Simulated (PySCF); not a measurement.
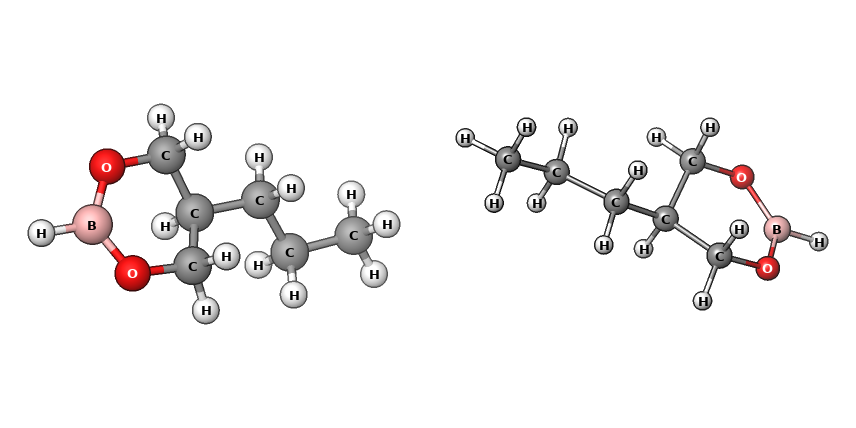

The same structure drawn twice, from different directions.

**Which formula does it have?**

C₆H₁₃BO₂, 22 atoms: 6 carbon, 13 hydrogen, 1 boron and 2 oxygen.

**Which point group does it belong to?**

C1.

**Name some functional groups or characteristic bonds that it holds.**

Among them: B–H bond.

**Count the bonded pairs by element.**

12 C–H, 5 C–C, 2 C–O, 2 B–O, 1 B–H.

More results for the same structure follow; atom numbers are the same in all pictures, views and colours differ. Computed geometry: PBE0-D3(BJ)/def2-SVP optimisation. No frequency run is at hand to confirm it as a minimum.

Quadrupole coupling

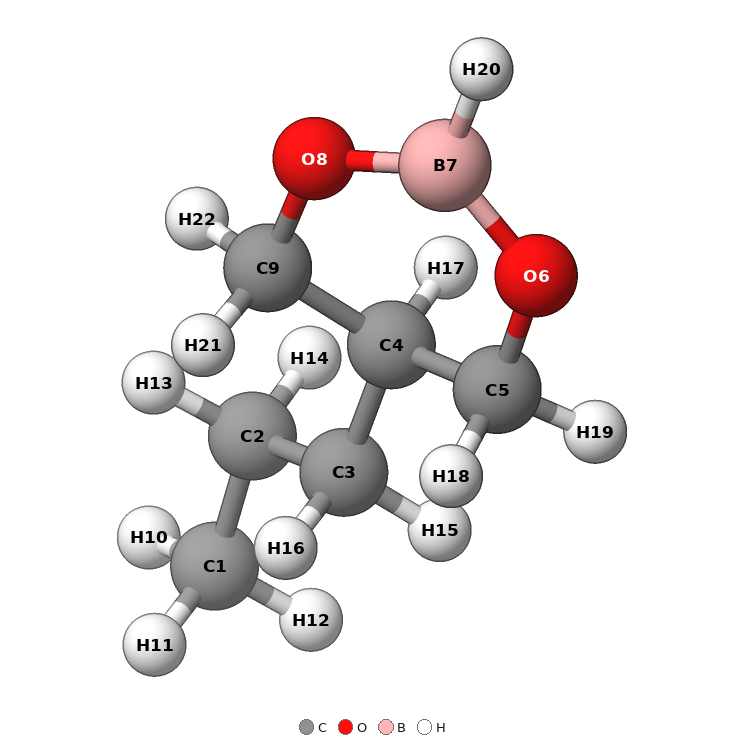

No frequency run is at hand to confirm it as a minimum. Electric field gradients from the ground-state density, PBE0/pcSseg-1 (PySCF 2.14.0), non-relativistic apart from any core potentials.

Give the largest field-gradient component, the quadrupole coupling constant and the asymmetry for 17O at O6 (Q = −25.6 mb), 11B at B7 (Q = 40.59 mb), 17O at O8 (Q = −25.6 mb).

| atom | V_zz (a.u.) | e²qQ/h (MHz) | η |
| --- | --- | --- | --- |
| O6 | 1.561 | −9.39 | 0.05 |
| B7 | 0.343 | 3.27 | 0.45 |
| O8 | 1.565 | −9.42 | 0.05 |

Polarisability

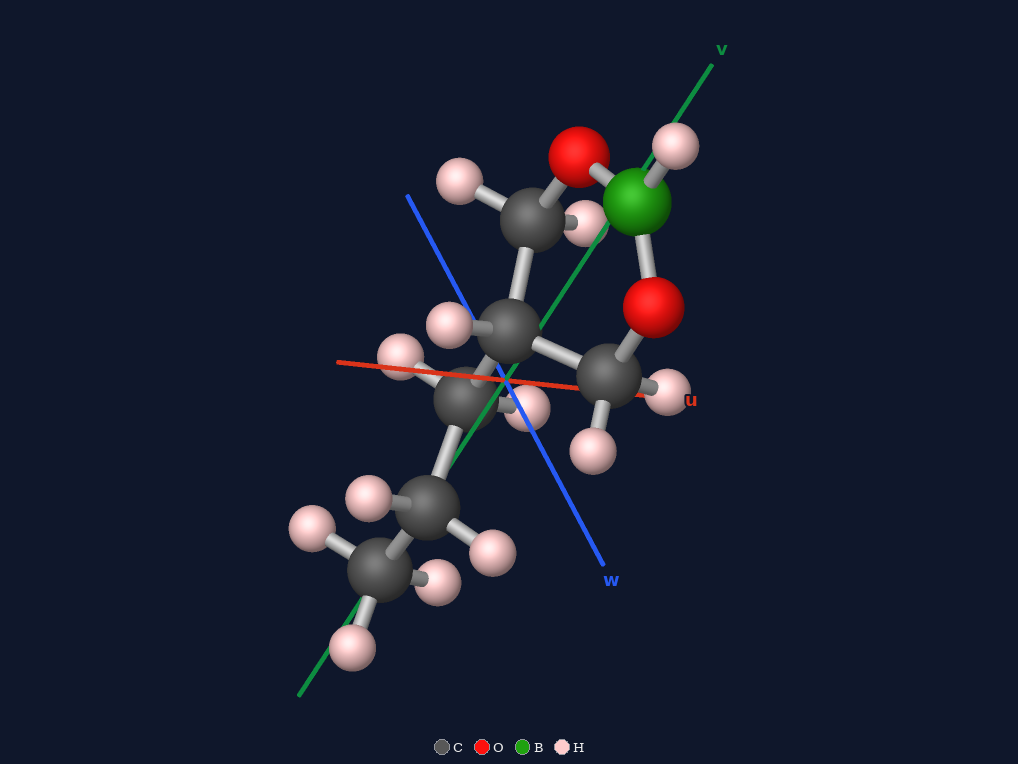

The lines u, v and w are the principal axes of the static dipole polarisability. No frequency run is at hand to confirm it as a minimum. Level of theory: CAM-B3LYP/def2-SVPD (PySCF 2.14.0).

**Along which axis is the molecule most polarisable, and along which least?**

Most along v, least along u.

**Give the three principal values.**

u 75.8, v 109.1, w 85.4 bohr³; mean 90.1, anisotropy 29.7 bohr³.

Ring current

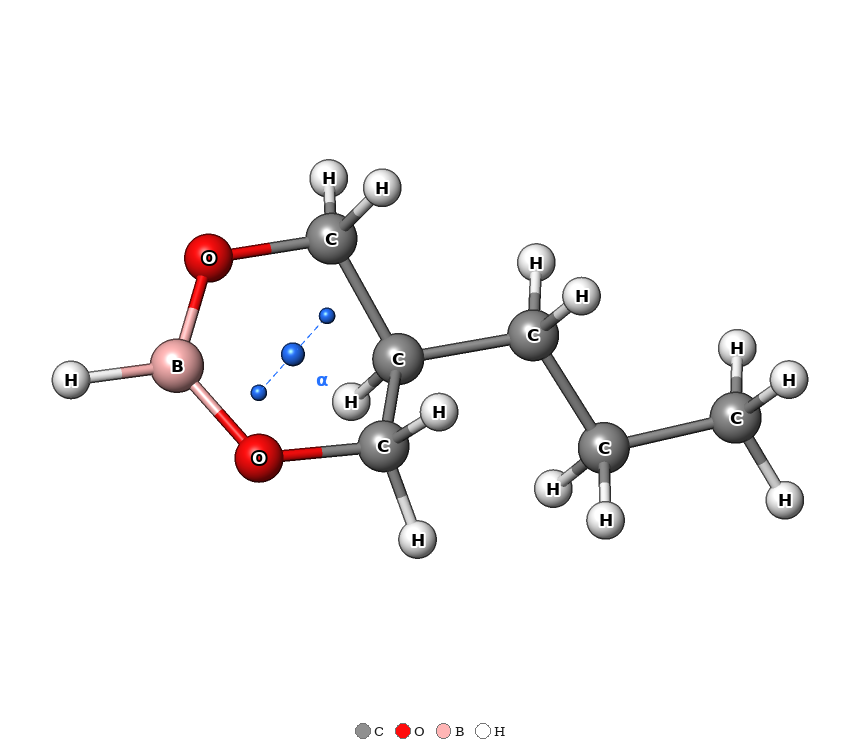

The small points mark where nucleus-independent chemical shifts (NICS) were computed: at the centre of each lettered ring and 1 Å above and below it. No frequency run is at hand to confirm it as a minimum. Properties computed with GIAO ωB97X-D/pcSseg-1 NMR shielding, non-relativistic, gas phase (PySCF 2.14.0).

Give NICS(0), NICS(1) and the out-of-plane component NICS(1)zz for each ring (means of the two sides).

| ring | members | NICS(0) | NICS(1) | NICS(1)zz |
| --- | --- | --- | --- | --- |
| α | C3BO2 | −1.4 | −1.5 | 1.1 |

Values in ppm.

**What do the values say about the ring currents?**

Ring α: weak, as in a non-aromatic ring. NICS is one index among several.
